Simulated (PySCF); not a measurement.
## NMR shielding calculation, with input and output: CH₈N₂Si₂

- system: CH₈N₂Si₂, SMILES C=N[SiH2]N[SiH3]
- method: GIAO PBE0/IGLO-III NMR shielding, non-relativistic, gas phase (PySCF 2.14.0)

The geometry comes from this level: PBE0-D3(BJ)/def2-SVP. Figures and captions count atoms from 1; the log counts them from 0 in places.

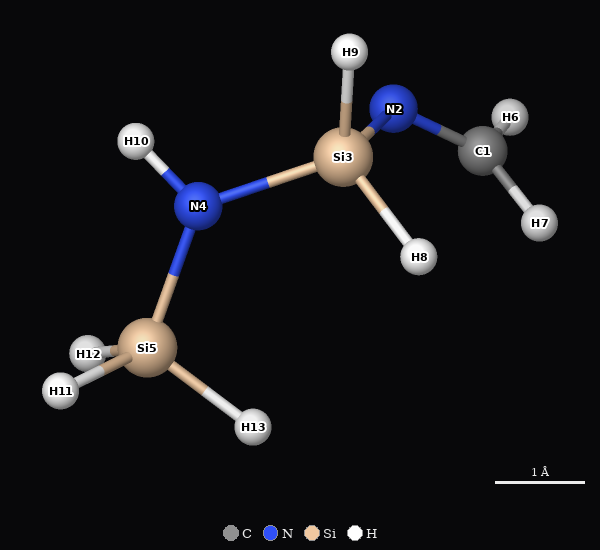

Figure 1. The input geometry (ball-and-stick view, seen at a tilt; atoms are numbered from 1 in the order of the input).

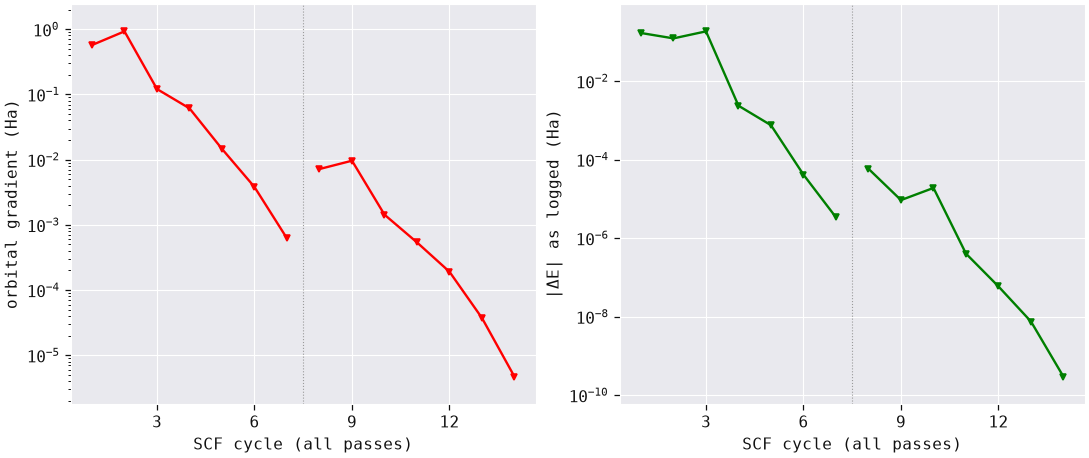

Figure 2. Convergence of the self-consistent field: orbital gradient and size of the energy change against the SCF cycle. The dotted line marks the change from a coarse to the final integration grid. The first 7 cycles use a coarse grid, the final grid takes over at cycle 8, and the field converges after 14 cycles in all.

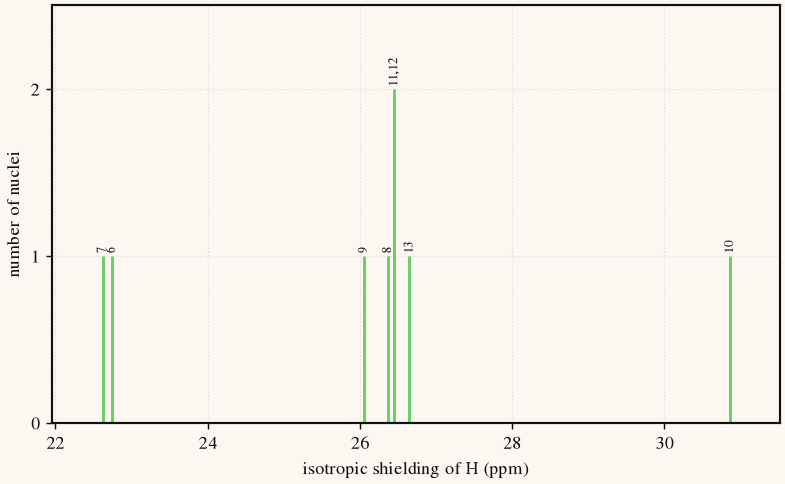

Figure 3. Isotropic shieldings of the hydrogen nuclei in this fixed geometry, labelled by atom number; shielding grows to the right, so chemical shift grows to the left. The least shielded is H7 (22.6 ppm), the most shielded H10 (30.9 ppm).

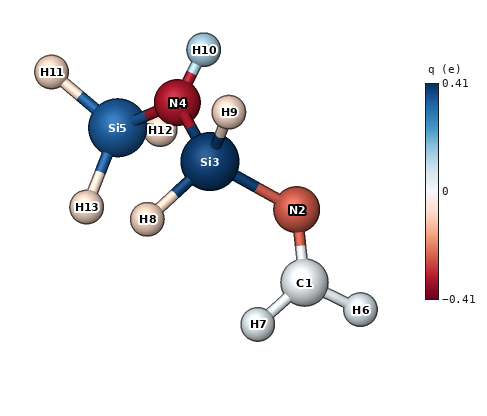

Figure 4. Hirshfeld charges, as the colour of each atom (ball-and-stick view, seen at a tilt; atoms are numbered from 1 in the order of the input). By element: C +0.02, N −0.33 to −0.25, Si +0.34 to +0.39 and H −0.08 to +0.13 e.

The input and output of the run follow.

### The input
```
{"job": {"kind": "nmr", "xc": "PBE0", "basis": "IGLO-III", "pop": true}, "charge": 0, "multiplicity": 1}
C      2.584343    -0.324362     0.410080
N      1.748200    -0.452288    -0.525823
Si     0.439200     0.682695    -0.836700
N     -1.105575    -0.097727    -0.784055
Si    -2.123192    -0.367995     0.603563
H      3.385843    -1.073123     0.560656
H      2.590236     0.517247     1.139463
H      0.442482     1.779957     0.185710
H      0.666915     1.212482    -2.210597
H     -1.369281    -0.590732    -1.633721
H     -3.527240     0.080145     0.347123
H     -2.182185    -1.808913     1.005351
H     -1.543967     0.425245     1.727451
```

The first line tells a small driver script what to run in PySCF; the rest is the geometry in Å.

Command:
```bash
OMP_NUM_THREADS=1 python <driver script> task.json out
```

### Log
```
coarse grid: 11424 points
cycle   1  E = -731.0262819676  dE =  1.679e-01  |g| = 5.709e-01  |ddm| = 2.491e+00
cycle   2  E = -730.9039041962  dE =  1.224e-01  |g| = 9.254e-01  |ddm| = 8.971e-01
cycle   3  E = -731.0886160912  dE = -1.847e-01  |g| = 1.208e-01  |ddm| = 6.279e-01
cycle   4  E = -731.0909706367  dE = -2.355e-03  |g| = 6.114e-02  |ddm| = 7.601e-02
cycle   5  E = -731.0917208404  dE = -7.502e-04  |g| = 1.460e-02  |ddm| = 3.416e-02
cycle   6  E = -731.0917619717  dE = -4.113e-05  |g| = 3.802e-03  |ddm| = 1.008e-02
cycle   7  E = -731.0917653420  dE = -3.370e-06  |g| = 6.200e-04  |ddm| = 2.871e-03
final grid: 100024 points
cycle   8  E = -731.0973536593  dE = -5.819e-05  |g| = 7.176e-03  |ddm| = 2.605e-02
cycle   9  E = -731.0973443922  dE =  9.267e-06  |g| = 9.627e-03  |ddm| = 9.559e-03
cycle  10  E = -731.0973633145  dE = -1.892e-05  |g| = 1.433e-03  |ddm| = 5.765e-03
cycle  11  E = -731.0973637149  dE = -4.004e-07  |g| = 5.383e-04  |ddm| = 8.341e-04
cycle  12  E = -731.0973637733  dE = -5.838e-08  |g| = 1.909e-04  |ddm| = 2.877e-04
cycle  13  E = -731.0973637807  dE = -7.453e-09  |g| = 3.730e-05  |ddm| = 1.229e-04
cycle  14  E = -731.0973637810  dE = -2.926e-10  |g| = 4.697e-06  |ddm| = 2.342e-05
converged SCF energy = -731.0973637810

GIAO shielding tensors (ppm)
atom      isotropic    diamagn.    paramagn.     s11        s22        s33       span
  0 C        7.794     250.953    -243.160    -89.927     -9.722    123.031    212.958
  1 N     -171.859     324.222    -496.080   -557.833   -216.701    258.959    816.792
  2 Si     369.144     893.977    -524.833    334.218    374.894    398.320     64.103
  3 N      240.190     316.482     -76.291    212.992    247.684    259.895     46.903
  4 Si     398.679     890.803    -492.125    358.918    372.526    464.592    105.674
  5 H       22.740      28.085      -5.345     21.712     23.059     23.449      1.737
  6 H       22.618      31.050      -8.432     20.622     22.349     24.883      4.261
  7 H       26.367      31.529      -5.162     23.515     25.520     30.067      6.552
  8 H       26.050      28.796      -2.746     23.341     24.266     30.543      7.202
  9 H       30.860      30.686       0.174     23.393     28.473     40.713     17.320
 10 H       26.436      28.407      -1.971     23.154     24.606     31.548      8.394
 11 H       26.458      29.432      -2.974     23.116     24.675     31.582      8.466
 12 H       26.650      30.931      -4.281     23.684     25.788     30.477      6.792
```

### Results in brief

| quantity | value |
| --- | --- |
| outcome | converged |
| total energy | −731.097364 hartree |
| HOMO | −7.09 eV |
| LUMO | −0.99 eV |
| dipole moment | 0.49 D |
| isotropic shielding, C | 7.8 ppm |
| isotropic shielding, N | −171.9 to 240.2 ppm |
| isotropic shielding, Si | 369.1 to 398.7 ppm |
| isotropic shielding, H | 22.6 to 30.9 ppm |
| hardware | 1 CPU thread, shared host |
| wall time | 55 s |
| peak memory | 1.1 GiB |
